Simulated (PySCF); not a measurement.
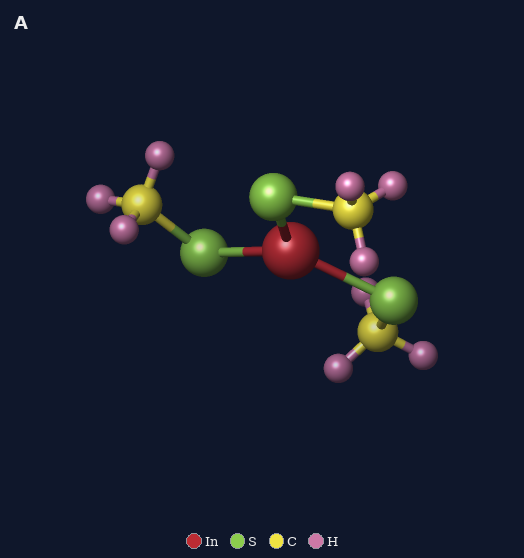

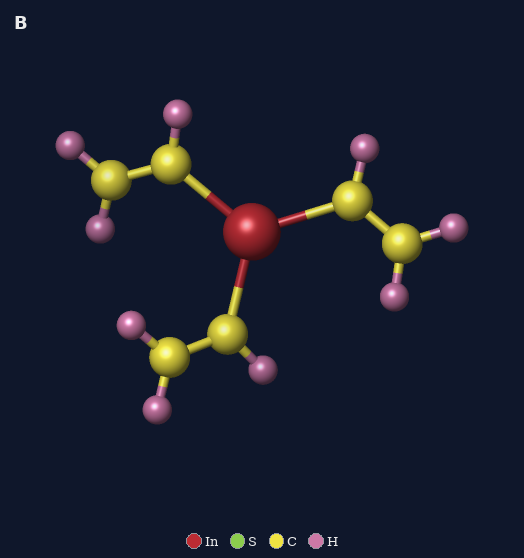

Two related species, optimised with PBE0-D3(BJ)/def2-SVP; properties computed with PySCF 2.14.0. Both: charge 0, singlet.

> Identify both.

A is In(SMe)3, B is In(vinyl)3.

Compare them. With CAM-B3LYP/def2-SVPD, core potentials on In: dipole moment (D), HOMO–LUMO gap (eV), HOMO energy (Kohn–Sham orbital) (eV), lowest vertical singlet excitation (eV), mean static polarisability (bohr³).

| quantity | A | B |
| --- | --- | --- |
| dipole moment (D) | 0.07 | 0.16 |
| HOMO–LUMO gap (eV) | 7.50 | 7.89 |
| HOMO energy (Kohn–Sham orbital) (eV) | −8.18 | −8.61 |
| lowest vertical singlet excitation (eV) | 4.34 | 4.58 |
| mean static polarisability (bohr³) | 144.0 | 109.7 |

Each is one conformer, and no frequency run is at hand to confirm it as a minimum.
